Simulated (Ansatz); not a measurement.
# BSiCl (triplet): the correlation ladder, cc-pVDZ

Aim: climb from Hartree-Fock through coupled cluster and multireference methods for BSiCl (triplet) at one geometry and basis, and see what each rung misses.

The runs use Ansatz 0.2.0, Gaussian basis; cc-pVDZ, core rule «outside noble gas», up to 11 orbitals frozen.

To be run: UHF; CCSD(T) on ROHF; CCSD(T) on UHF; BCCD(T) on ROHF; CISD; CCSDT(Q) on ROHF; CCSDT(Q) on UHF; CASSCF and MRCISD+Q, 12 electrons in 11 orbitals; CASSCF and NEVPT2, 12 electrons in 11 orbitals.

27 further runs of the same task are left out: 1 for a known fault of the program, 16 that didn't finish, 10 set aside as unsound or not needed.

### Step 1. What is computed

The geometry is a PBE0/def2-TZVP stationary point (not a proven minimum) of the parent state, kept for this charge and spin.

3 atoms, charge 0, spin multiplicity 3.

Atoms are counted from 1 here; the program's logs count them from 0.

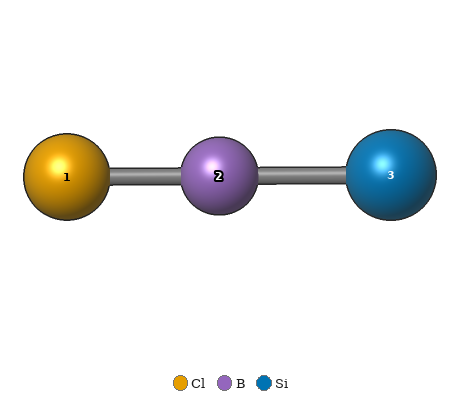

The geometry (chlorine amber, boron purple, silicon blue); atoms are numbered from 1 in the order of the file.

### Step 2. UHF

File in.yaml:

```yaml
crystal:
  periodic: [false, false, false]
  atoms:
    - {symbol: Cl, position_ang: [0.000000, 0.000000, 1.755629]}
    - {symbol: B, position_ang: [0.000000, 0.000000, 0.070266]}
    - {symbol: Si, position_ang: [0.000000, 0.000000, -1.825895]}
basis:
  gaussian: {orbitals: cc-pVDZ}
magnetization: {spin_polarized: true, initial_magnetization: 2}
hamiltonian: {xc: hf}
output: {orbitals: {seedname: orbitals}}
```

On the command line:

```
$ ansatz run in.yaml --threads 1 --pin off --events-out ev --progress --plain --max-ram 2393MiB
```

After this run come: CCSD(T) on ROHF; CCSD(T) on UHF; BCCD(T) on ROHF; CISD; CCSDT(Q) on ROHF; CCSDT(Q) on UHF; CASSCF and MRCISD+Q, 12 electrons in 11 orbitals; CASSCF and NEVPT2, 12 electrons in 11 orbitals.

Before running them: what should the planned runs give, taken together? Wanted: UCCSDT(Q) below the RHF energy; RMP2 from UCCSDT(Q); UMP2 from UCCSDT(Q); RCCSD from UCCSDT(Q); RCCSD(T) from UCCSDT(Q); UCCSD(T) from UCCSDT(Q); RCCSDT(Q) from UCCSDT(Q); NEVPT2 valence from UCCSDT(Q); MRCISD+Q valence from UCCSDT(Q).

As calculated:

| quantity | value |
| --- | --- |
| UCCSDT(Q) below the RHF energy | -8.5293 eV |
| RMP2 from UCCSDT(Q) | +123.1 kJ/mol |
| UMP2 from UCCSDT(Q) | +125.3 kJ/mol |
| RCCSD from UCCSDT(Q) | +35.1 kJ/mol |
| RCCSD(T) from UCCSDT(Q) | +6.2 kJ/mol |
| UCCSD(T) from UCCSDT(Q) | +6.3 kJ/mol |
| RCCSDT(Q) from UCCSDT(Q) | +0.2 kJ/mol |
| NEVPT2 valence from UCCSDT(Q) | +117.3 kJ/mol |
| MRCISD+Q valence from UCCSDT(Q) | +4.1 kJ/mol |
| levels within 1 kcal/mol (43 meV) | RCCSDT, UCCSDT, RCCSDT(Q), MRCISD+Q valence |
| T1 diagnostic | 0.020 |
| effectively unpaired electrons | 2.04 |

**Reading.** RCCSD(T) lands +6.2 kJ/mol from the yardstick (0.8 % of the correlation energy). One determinant dominates. Of the multireference levels listed MRCISD+Q valence comes nearest in total energy (+4.1 kJ/mol), which doesn't show that its space is the better one. These misses are within one basis, not against nature; the frozen cores of restricted and unrestricted runs differ, which can shift their rows.
